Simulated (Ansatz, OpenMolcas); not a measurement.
**Computed against measured: atomisation enthalpy at 298 K**

8 molecules with open shells; the atomisation enthalpy at 298 K in kJ/mol, computed less measured. Shapes, held fixed at every level: PBE0-D4/def2-TZVP. Flexible molecules stand in one conformer, not always the lowest. Thermal terms are harmonic and unscaled (PBE0-D4/def2-TZVP); the spin-orbit lowering of the free atoms is taken from their spectra. Programs: Ansatz 0.2.0, OpenMolcas 26.06. Measured values: Active Thermochemical Tables.

Levels: A = HF/3-21G; B = wB97M-V/def2-TZVPP; C = B2PLYP/def2-TZVPP; D = CCSD(T)/def2-TZVPP.

```json
{"molecule": "N2H (dinitrogen monohydride)", "from tabulated heats": "913", "A": "-728", "B": "+18", "C": "+7", "D": "-54"}
{"molecule": "C2HO (ethynyloxy radical)", "from tabulated heats": "1723", "A": "-759", "B": "+10", "C": "+1", "D": "-64"}
{"molecule": "CH3 (methyl radical)", "from tabulated heats": "1224", "A": "-310", "B": "-1", "C": "-5", "D": "-25"}
{"molecule": "CH3O (hydroxymethyl radical)", "from tabulated heats": "1636", "A": "-642", "B": "+3", "C": "-13", "D": "-47"}
{"molecule": "N2H3 (hydrazinyl radical)", "from tabulated heats": "1374", "A": "-811", "B": "+23", "C": "+1", "D": "-64"}
{"molecule": "C2H3O (acetyl radical)", "from tabulated heats": "2347", "A": "-879", "B": "+6", "C": "-12", "D": "-68"}
{"molecule": "C3H3 (cyclopropenyl radical)", "from tabulated heats": "2318", "A": "-843", "B": "+11", "C": "-13", "D": "-73"}
{"molecule": "C2H5O (ethoxy radical)", "from tabulated heats": "2784", "A": "-888", "B": "+15", "C": "-20", "D": "-69"}
```

Sum up the errors.


```tsv
level	kind	mean error	mean absolute error	worst case
HF/3-21G	Hartree–Fock	-732.5	732.5	C2H5O
wB97M-V/def2-TZVPP	range-separated hybrid	+10.6	10.9	N2H3
B2PLYP/def2-TZVPP	double hybrid	-6.8	9.0	C2H5O
CCSD(T)/def2-TZVPP	coupled cluster or CI	-58.0	58.0	C3H3
```

On this set B2PLYP/def2-TZVPP has the smallest mean absolute error and HF/3-21G the largest. HF/3-21G is too low in 8 of 8; wB97M-V/def2-TZVPP is too high in 7 of 8; CCSD(T)/def2-TZVPP is too low in 8 of 8. The smallest two are near a tie. For HF/3-21G the error grows with the size of the molecule. Hartree–Fock lacks correlation and underbinds. Rows in very small basis sets show the basis more than the method. Correlated wave functions converge slowly with the basis. Spin contamination: N2H (⟨S²⟩ up to 0.87), C2HO (⟨S²⟩ up to 0.89). Open shells run unrestricted. The set is small.

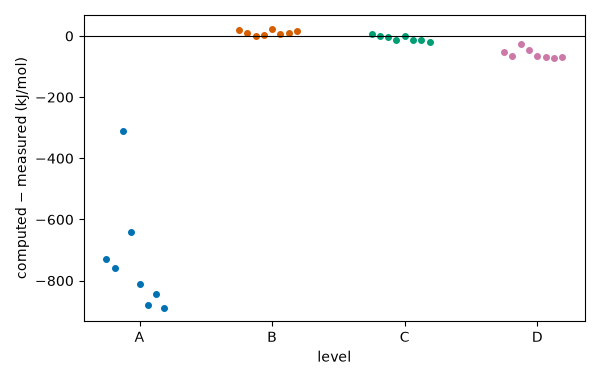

Errors of each level, one point a molecule.
